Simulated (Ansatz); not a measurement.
**Si$_{2}$H$_{3}$Cl$_{3}$O: molecular dynamics (part 5 of 5)**

Si$_{2}$H$_{3}$Cl$_{3}$O; RKS r2SCAN-D4/6-31G (Ansatz 0.2.0). It belongs to a series of runs on one base structure; here: dynamics from the start.

Geometry of the input (Å):
```
Si -0.0851  -0.0346  -0.2125
O  -0.7225  -0.2183  1.2805
Si -1.4149  -0.4274  2.8360
H  -2.5862  -1.3490  2.6937
H  -0.3663  -1.0193  3.7256
H  -1.8441  0.9199  3.3280
Cl 2.0670  0.0223  -0.1044
Cl -0.7795  1.8031  -1.1006
Cl -0.6691  -1.6774  -1.4813
```

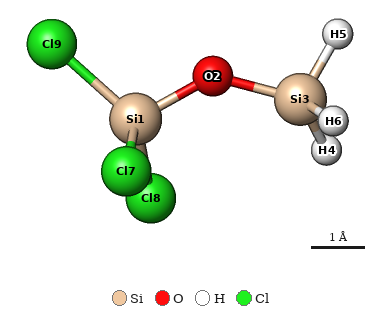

Fig. 1: The geometry at step 383 of the log (ball-and-stick view, seen at a tilt; atoms are numbered from 1 in the order of the input).

## Trajectory as extended XYZ, continued
```
9
Properties=species:S:1:pos:R:3:forces:R:3 step=375 time_fs=187.5 energy=-55412.61809 temperature=820.4
Si   -0.1841   -0.1975   -0.3143   -0.4122  -0.1212   0.5337
O    -1.0025   -0.6376    1.1006    0.6012   0.6513  -0.2347
Si   -1.2081    0.1068    2.6903    1.0176   0.7771   0.8985
H    -1.6103    1.6248    2.8039    0.3072  -1.0754  -0.5281
H    -2.2097   -0.7778    3.1644   -1.3999  -0.7111   0.6189
H    -0.0258   -0.1331    3.6958   -0.3796   0.2428  -1.0286
Cl    1.9329   -0.1884   -0.0117    0.4139   0.1533   0.0625
Cl   -0.8331    1.8934   -0.5694    0.1454  -0.4492  -0.4761
Cl   -0.4675   -1.7235   -1.8255   -0.2937   0.5324   0.1537
9
Properties=species:S:1:pos:R:3:forces:R:3 step=383 time_fs=191.5 energy=-55412.69796 temperature=907.7
Si   -0.1643   -0.1933   -0.3281   -0.6214   0.0746   0.8477
O    -0.9985   -0.6092    1.0900    0.6525   0.3101  -0.5770
Si   -1.2077    0.0873    2.6662   -0.6218   0.3581   1.0621
H    -1.7603    1.5056    2.7967    0.2466  -0.3625  -0.6055
H    -2.1366   -0.8019    3.3468   -0.8178  -0.5243   0.0425
H    -0.0756   -0.0143    3.6152    0.8534   0.0864  -0.3157
Cl    1.9523   -0.1933    0.0007    0.2992   0.1439   0.0130
Cl   -0.8451    1.8991   -0.5673    0.2486  -0.5330  -0.5064
Cl   -0.4890   -1.7242   -1.8078   -0.2394   0.4467   0.0394
```
